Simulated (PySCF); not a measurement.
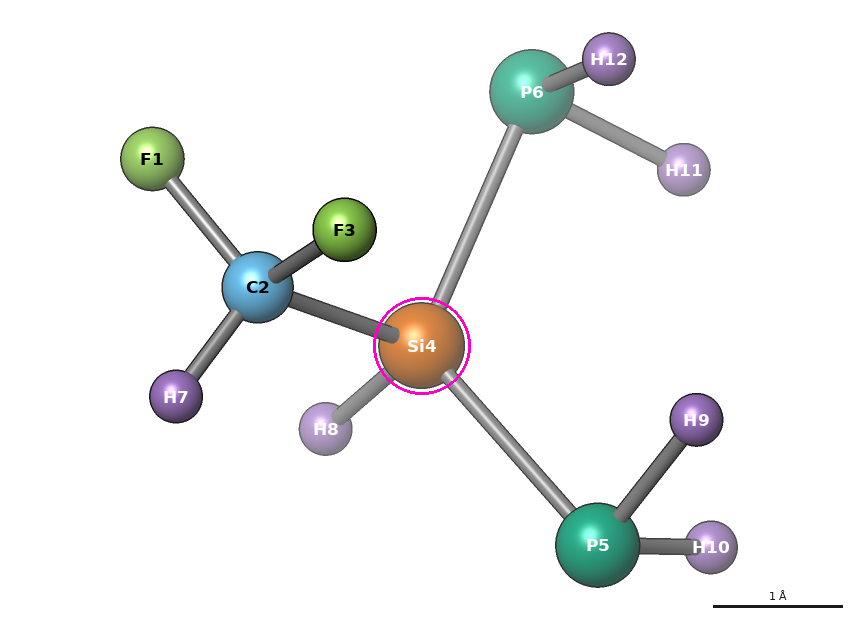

Orthographic view. Distant atoms are faded towards the background colour. The geometry was computed by an optimisation with PBE0-D3(BJ)/def2-SVP. No frequency run is at hand to confirm it as a minimum.

Q: Which atoms are bonded to the circled atom?

A: The circled atom is Si4; it is bonded to C2, P5, P6, H8.

Q: Which atom is nearest the viewer?

A: F3, 1.9 Å in front of the mean position.

Q: Of C2 and Si4, which is nearer the viewer?

A: C2; the bond to Si4 points away from the viewer, so it looks shorter than its 1.93 Å.
